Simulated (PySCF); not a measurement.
**C$_{3}$H$_{8}$BFSi$_{2}$ (SMILES F[SiH2]BC1=C[SiH2]C1): density, localisation and related maps**

```xyz
15

F     2.0672   -0.3272    1.9169
Si    2.6073   -0.4385    0.3832
B     1.1905   -0.1261   -0.9258
C    -0.2756    0.0619   -0.5288
C    -1.2145    0.8516   -1.1095
Si   -2.5289    0.5655    0.2170
C    -0.9883   -0.4752    0.7061
H     3.7180    0.5206    0.4219
H     3.1951   -1.7852    0.3897
H     1.4581   -0.0503   -2.0688
H    -1.0840    1.4379   -2.0069
H    -2.8397    1.6964    1.0900
H    -3.7381   -0.1476   -0.1942
H    -1.0906   -1.5596    0.6874
H    -0.4808   -0.2161    1.6329
```

Geometry: GFN2-xTB.

The calculation used PySCF, CAM-B3LYP/def2-SVPD, SCF density, gas phase.

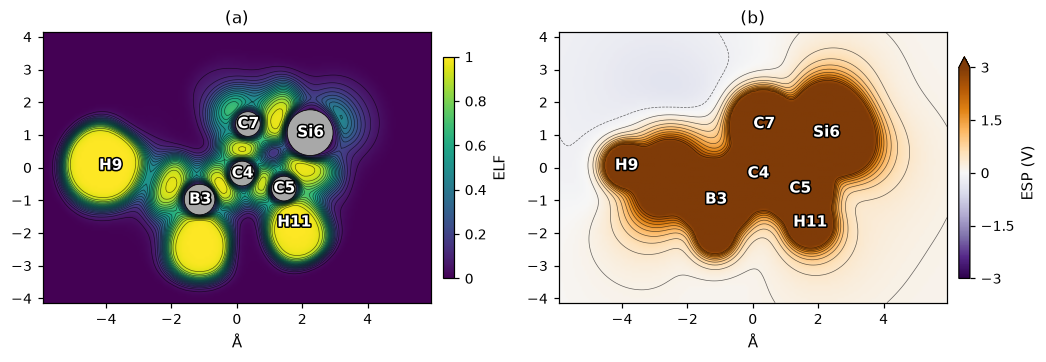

Figure 1. (a) ELF; (b) electrostatic potential on the plane of atoms C5, C4 and C7. Grey discs cover the atomic cores in the ELF map.

Question: What does the map show?

Answer: Atoms in the plane: B, C, Si and H.
C–C (1.36 Å): the ELF peaks at about 0.95 between the atoms (a covalent bond).
C–B (1.53 Å): the ELF peaks at about 1 between the atoms; a covalent bond.
C–Si (1.89 Å): the ELF peaks at about 0.95 between the atoms, as expected for localised, covalent bonding.
C–H (1.08 Å): the ELF climbs to about 1 towards the hydrogen, as it does in any bond to H; a covalent bond by its length.
C–C (1.52 Å): the ELF peaks at about 0.95 between the atoms (a covalent bond).
Outside the dense part of the molecule the potential is most negative (−0.4 V) near F1, which lies off the plane.

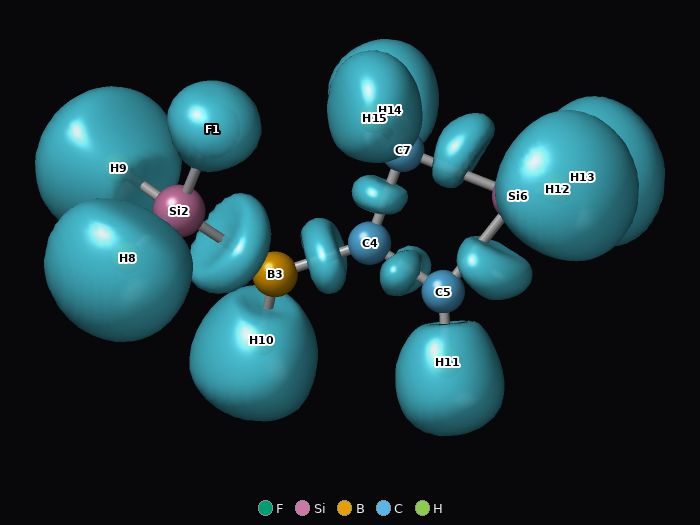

Figure 2. Isosurface of the electron localisation function at 0.8 (cyan), seen at a tilt. Only the valence region is drawn (cores and ρ < 0.01 e/Å³ removed).

Question: What do the ELF domains correspond to?

Answer: The ELF exceeds this value in one region between bonded B–C atoms (shared pairs), one region between bonded B–Si atoms (shared pairs), two regions between bonded C–C atoms (shared pairs), two regions between bonded C–Si atoms (shared pairs), eight regions around hydrogen nuclei and one region wrapped around F (its lone pairs, merged into a ring or cap).

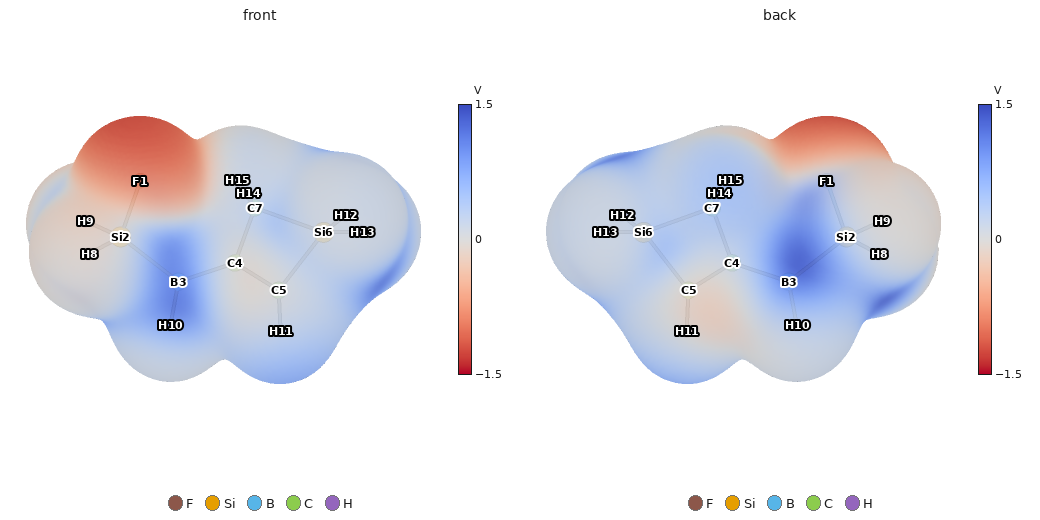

Figure 3. The electrostatic potential painted on the density surface at 0.001 e/bohr³, seen from the front and from behind; the colour scale runs from red (negative) to blue (positive).

Question: Where is the surface potential most negative and most positive?

Answer: The most negative region (about −1.2 V) lies over F1, the most positive (about +1.2 V) over Si2 and B3.
